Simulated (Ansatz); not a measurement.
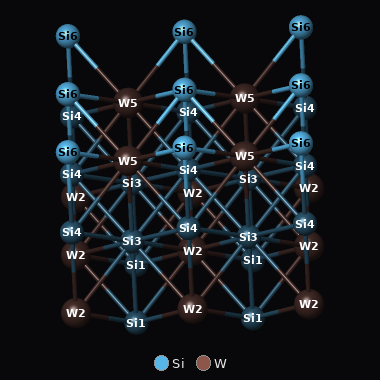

The system is Cl on a Si₂W(001) slab cut from the I4/mmm phase, its upper half relaxed before the scan (6 atoms of substrate and one adsorbate in a 1 × 1 cell); the picture shows it without the atoms that are moved over the map. Cl is moved over the surface cell; relaxed at each place: the height of the adsorbate's atoms; substrate rigid; the origin of the map has the adsorbate above Si6. Places are given modulo a cell vector. The map is drawn in real space over the plane of the surface. The scan uses an 8 × 8 grid; 15 points were computed and 49 follow by symmetry. All energies are given in eV relative to the lowest grid point. With one adsorbate in each 1 × 1 cell, its nearest image is 3.2 Å away, so neighbouring adsorbates interact. Theory: Ansatz, DFT PBE, scalar-relativistic, plane waves, PAW. Settings: cutoff 420 eV, k-mesh 8×8×1, gaussian smearing 0.1 eV, no spin polarisation.

Range: position of Cl7 along the first surface vector from 0.000 to 0.875; position of Cl7 along the second surface vector from 0.000 to 0.875.

Q: Predict the map.

A: The lowest grid point is at the top site over a surface Si atom, (0/8, 0/8) of the cell vectors. It is the only kind of minimum in the scanned range. The highest grid point, a fourfold hollow over a second-layer W atom, (4/8, 4/8) of the cell vectors, lies 0.91 eV above the lowest. On the interpolated surface the easiest way out of the lowest well to its copy in the next cell or period passes a barrier of about 0.71 eV. At the lowest point the adsorbate has 1 Si at 2.06 Å as nearest neighbours, at the highest 1 W at 2.84 Å and 4 Si at 2.77 Å. Its relaxed height above the top atom is 2.06 Å at the lowest and 1.57 Å at the highest point.

| second ↓, first → | 0/8 | 1/8 | 2/8 | 3/8 | 4/8 | 5/8 | 6/8 | 7/8 |
| --- | --- | --- | --- | --- | --- | --- | --- | --- |
| 7/8 | 0.07 | 0.14 | 0.34 | 0.60 | 0.74 | 0.60 | 0.34 | 0.14 |
| 6/8 | 0.28 | 0.34 | 0.50 | 0.70 | 0.81 | 0.70 | 0.50 | 0.34 |
| 5/8 | 0.57 | 0.60 | 0.70 | 0.83 | 0.89 | 0.83 | 0.70 | 0.60 |
| 4/8 | 0.71 | 0.74 | 0.81 | 0.89 | 0.91 | 0.89 | 0.81 | 0.74 |
| 3/8 | 0.57 | 0.60 | 0.70 | 0.83 | 0.89 | 0.83 | 0.70 | 0.60 |
| 2/8 | 0.28 | 0.34 | 0.50 | 0.70 | 0.81 | 0.70 | 0.50 | 0.34 |
| 1/8 | 0.07 | 0.14 | 0.34 | 0.60 | 0.74 | 0.60 | 0.34 | 0.14 |
| 0/8 | 0.00 | 0.07 | 0.28 | 0.57 | 0.71 | 0.57 | 0.28 | 0.07 |

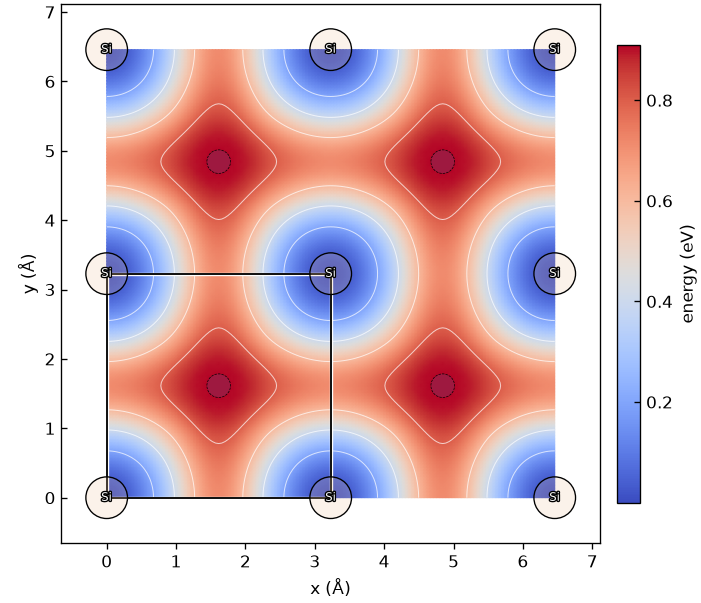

The picture shows a smooth colour map with a few white contour lines, labelled circles for the atoms of the top layer and small ones for the second layer, the outline of one cell of the 2 × 2 shown. Between grid points the surface is interpolated.

Each point was launched as `ansatz run input.yaml --threads 1 --pin off --max-ram 3072MiB --backend cpu --events-out ev --progress --plain --runs-dir out`. The whole map (15 points run) took 14 min on 1 thread of Intel(R) Xeon(R) Platinum 8488C (Sapphire Rapids), on a shared host.

PAW datasets: the set soft_1.
